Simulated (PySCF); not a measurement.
# SiH2F (SMILES F[SiH2]) at USVWN5/STO-6G

Aim: the energy change on altering one bond length of SiH2F at USVWN5/STO-6G, from 2 runs. Input form: a Python script.

Program for the calculation: PySCF 2.14.0.

10 further runs of the same task are left out: 10 set aside as unsound or not needed.

### Step 1. Starting point

SiH2F: 4 atoms, total charge 0, spin state doublet. As SMILES, `F[SiH2]`. Geometry: relaxed at GFN2-xTB.

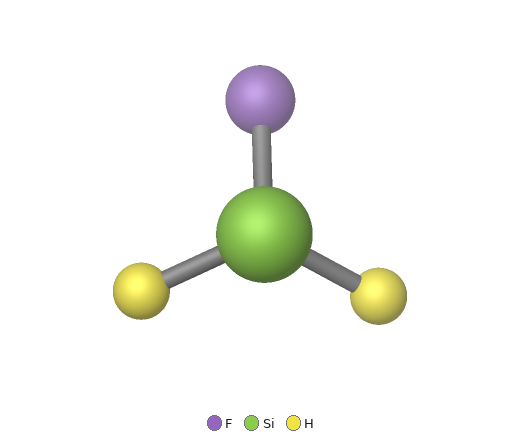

The structure, seen from a chosen angle (fluorine purple, silicon green, hydrogen yellow).

### Step 2. A single-point energy at USVWN5/STO-6G

Input file start.xyz:

```xyz
4
FH2Si
F      1.205590     0.647540    -0.425510
Si    -0.122150    -0.264920    -0.246870
H     -1.219930     0.678520    -0.261640
H      0.136490    -1.061140     0.934020
```

Input file input.py:

```python
from pyscf import gto, dft

mol = gto.Mole()
mol.atom = 'start.xyz'
mol.spin = 1
mol.basis = 'sto-6g'
mol.verbose = 3
mol.max_memory = 1860
mol.charge = 0
mol.build()

myscf = dft.UKS(mol, xc='svwn')
myscf.conv_tol = 1e-10
myscf.grids.level = 5
myscf.kernel()
if not myscf.converged:
    myscf = myscf.newton().run(myscf.mo_coeff, myscf.mo_occ)

e_tot = myscf.e_tot
print(f'total energy: {e_tot:.8f} hartree')
```

Run with:

```
$ OMP_NUM_THREADS=1 python input.py
```

The log of the run:

```text
converged SCF energy = -387.01180355474  <S^2> = 0.75015066  2S+1 = 2.0001507
total energy: -387.01180355 hartree
```

Wall time 3.9 s (1 thread of Arm Neoverse N1, shared host); peak memory 0.14 GiB.

### Step 3. The distorted shape at the same level

Input file start.xyz:

```xyz
4

F      0.740038     2.080735    -2.551110
Si    -0.587702     1.168275    -2.372470
H     -1.685482     2.111715    -2.387240
H      0.136490    -1.061140     0.934020
```

Input file input.py:

```python
from pyscf import gto, dft

mol = gto.M(
    atom='start.xyz',
    spin=1,
    max_memory=1860,
    basis='sto-6g',
    charge=0,
    verbose=4,
)

calc0 = dft.UKS(mol)
calc0.xc = 'svwn'
calc0.grids.level = 5
calc0.conv_tol = 1e-10
calc0.kernel()
if not calc0.converged:
    calc0 = calc0.newton().run(calc0.mo_coeff, calc0.mo_occ)

e_tot = calc0.e_tot
print(f'total energy: {e_tot:.8f} hartree')
```

Run with:

```
$ OMP_NUM_THREADS=1 python input.py
```

The log of the run:

```text
PySCF version 2.14.0

[INPUT] num. atoms = 4
[INPUT] num. electrons = 25
[INPUT] charge = 0
[INPUT] spin (= nelec alpha-beta = 2S) = 1
[INPUT] symmetry False subgroup None
[INPUT] Mole.unit = angstrom
[INPUT] Symbol           X                Y                Z      unit          X                Y                Z       unit  Magmom
[INPUT]  1 F      0.740038000000   2.080735000000  -2.551110000000 AA    1.398469141771   3.932019287797  -4.820899213639 Bohr   0.0
[INPUT]  2 Si    -0.587702000000   1.168275000000  -2.372470000000 AA   -1.110595822859   2.207719788176  -4.483318538747 Bohr   0.0
[INPUT]  3 H     -1.685482000000   2.111715000000  -2.387240000000 AA   -3.185099367884   3.990563003136  -4.511229793607 Bohr   0.0
[INPUT]  4 H      0.136490000000  -1.061140000000   0.934020000000 AA    0.257928718742  -2.005263979821   1.765041994866 Bohr   0.0

[... 47 lines left out ...]
WARN: HOMO 0.0658265703902487 >= LUMO 0.0659600689190445
[... 38 lines left out ...]
converged SCF energy = -386.866107363104  <S^2> = 0.75000687  2S+1 = 2.0000069
total energy: -386.86610736 hartree
```

It took 3.9 s on 1 thread of Arm Neoverse N1, shared host; peak memory 0.14 GiB.

### Step 4. What came out

At USVWN5/STO-6G:

| quantity | value |
| --- | --- |
| first shape: total energy | -387.01180 Eh |
| first shape: dipole moment | 0.50 D |
| first shape: HOMO energy (highest over α and β) | -0.80 eV |
| first shape: LUMO energy (lowest over α and β) | 0.46 eV |
| first shape: ⟨S²⟩ | 0.750 |
| distorted shape: total energy | -386.86611 Eh |
| distorted shape: dipole moment | 0.41 D |
| distorted shape: HOMO energy (highest over α and β) | -1.29 eV |
| distorted shape: LUMO energy (lowest over α and β) | 0.99 eV |
| distorted shape: ⟨S²⟩ | 0.750 |
| energy change with the Si2–H4 bond stretched from 1.448 to 4.053 Å | 3.965 eV |

**Reading.** With the Si2–H4 bond stretched from 1.448 to 4.053 Å the energy rises by 3.96 eV (383 kJ/mol). The first shape isn't relaxed at this level, so the change isn't measured from a minimum. The minimal basis adds a large error of its own. Mulliken charges (first shape) run from -0.19 on F1 to +0.40 on Si2; they depend strongly on the basis.
